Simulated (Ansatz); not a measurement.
CH5GaO2Si (SMILES [OH][Ga]1[O]C[SiH2]1)

```yaml
atoms:
  - { symbol: O, position_ang: [-2.9233, 0.9418, -0.0476] }
  - { symbol: Ga, position_ang: [-1.1945, 0.5474, -0.0009] }
  - { symbol: O, position_ang: [-0.5775, -1.1776, -0.1649] }
  - { symbol: C, position_ang: [0.8414, -1.0466, -0.0754] }
  - { symbol: Si, position_ang: [1.1552, 0.8371, 0.1571] }
  - { symbol: H, position_ang: [-3.4855, 0.1713, -0.1651] }
  - { symbol: H, position_ang: [1.3208, -1.4279, -0.9853] }
  - { symbol: H, position_ang: [1.2287, -1.6293, 0.7694] }
  - { symbol: H, position_ang: [1.7529, 1.2543, 1.4555] }
  - { symbol: H, position_ang: [1.8817, 1.5296, -0.9428] }
```

Geometry: PBE0-D4/def2-TZVP.

Computed with Ansatz 0.2.0, RKS PBE0-D4/def2-TZVPP.

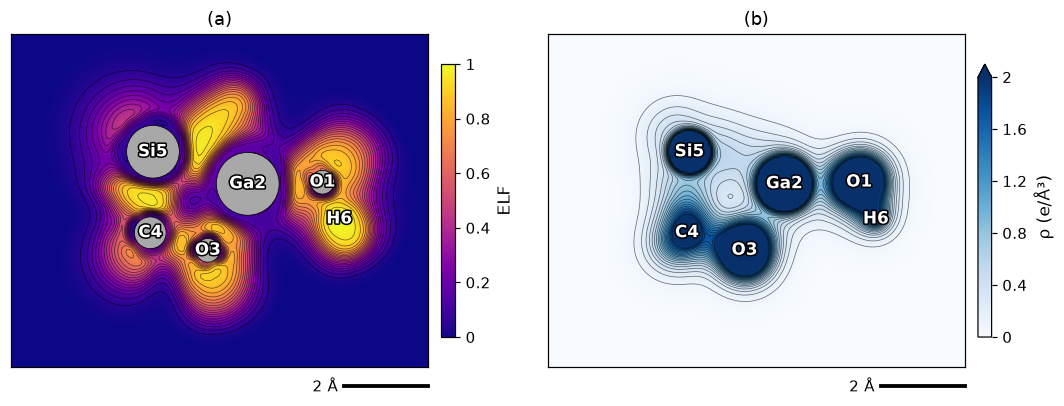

Figure 1. (a) ELF; (b) total electron density on the plane of atoms O1, Ga2 and Si5. Grey discs cover the atomic cores in the ELF map.

Question: Read the bonding off the picture.

Answer: The section cuts through O, Ga, C, Si and H sites. C–O (1.43 Å): ρ is about 2 e/Å³ halfway, with its minimum of 1.7 e/Å³ about 0.5 Å from C; the ELF peaks at about 0.85 between the atoms; a polar covalent bond. Ga–O (1.77 Å): ρ is about 0.95 e/Å³ halfway; the ELF peaks at about 0.85 in the valence shell of O, 0.6 Å from its nucleus, and is about 0.25 at the midpoint. C–Si (1.92 Å): the density is about 0.92 e/Å³ at the midpoint; the ELF peaks at about 0.95 between the atoms; localised, covalent bonding. Ga–Si (2.37 Å): ρ is about 0.51 e/Å³ halfway; the ELF peaks at about 0.90 between the atoms (a shared electron pair). O–H (0.96 Å): ρ is about 3.8 e/Å³ halfway; the ELF climbs to about 1 towards the hydrogen, as it does in any bond to H (an ordinary covalent bond to hydrogen). The ELF also peaks beside O3 and O1, away from the bonds: lone-pair regions.

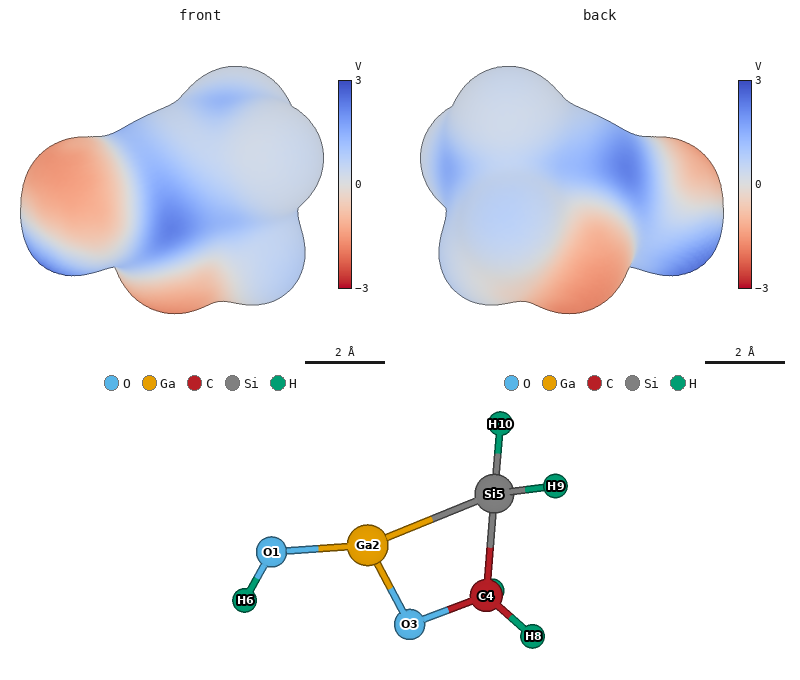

Figure 2. The molecular electrostatic potential painted on the density surface at 0.002 e/bohr³, seen from the front and from behind; red is negative and blue positive. The bare structure is drawn below in the same view.

Question: Describe the electrostatic potential map.

Answer: The most negative region (about −1.7 V, or −39 kcal/mol for a unit charge) lies over O3, the most positive (about +2.3 V, or +53 kcal/mol for a unit charge) over Ga2 and H6. O3 is the likeliest acceptor of a hydrogen bond.

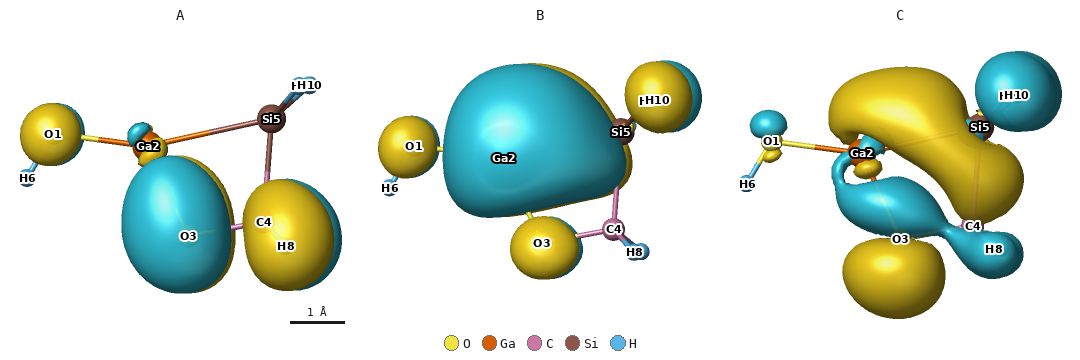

Figure 3. Three frontier orbitals at ±0.08 Å⁻³ᐟ² (yellow and cyan are the two phases), in no order.

Question: Order the three orbitals by energy and name them.

Answer: A is the HOMO−1 (−7.70 eV). Its weight (Hirshfeld) is mainly on O3 (about 60 %), C4 (about 10 %), Ga2 (about 10 %), H7 (about 5 %) and H8 (about 5 %). C is the HOMO (−7.38 eV). By Hirshfeld shares it lies mainly on O3 (about 45 %), Si5 (about 20 %), Ga2 (about 15 %) and C4 (about 10 %). B is the LUMO (−1.10 eV). By Hirshfeld shares it lies mainly on Ga2 (about 55 %), Si5 (about 20 %) and O3 (about 5 %).

Question: What is the HOMO–LUMO gap?

Answer: 6.28 eV between the orbital energies.
